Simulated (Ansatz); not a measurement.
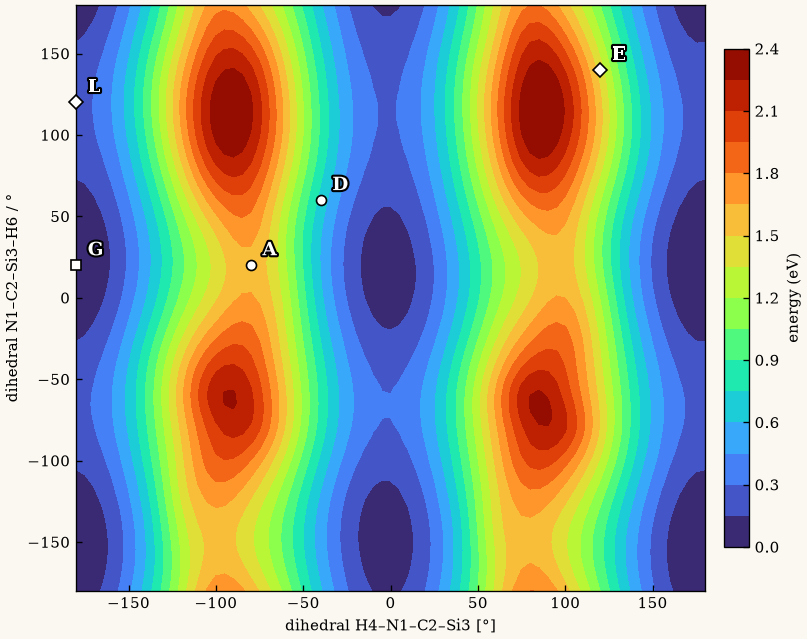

CH₄NSi, SMILES N=C[SiH2], spin multiplicity 2. Coordinates scanned: (1) dihedral H4–N1–C2–Si3; (2) dihedral N1–C2–Si3–H6. Nothing is relaxed (all other coordinates rigid). The grid has 18 × 18 points. All energies are given in eV relative to the lowest grid point. In part of the range the unrestricted reference is strongly spin-contaminated. The calculation used UKS r2SCAN-D4/def2-SVP (Ansatz).

The picture shows filled contours, lettered points. Between grid points the surface is interpolated.

### What kind of point is each of A, D, E, G, L: minimum, saddle, maximum or slope?

A: saddle point; D: on a slope; E: on a slope; G: minimum; L: saddle point. (In these two coordinates alone; a stationary point may lie a little off the grid point.)

### Rank the lettered points by energy, lowest first.

G (0.00 eV), L (0.25 eV), D (0.70 eV), E (1.41 eV), A (1.61 eV).
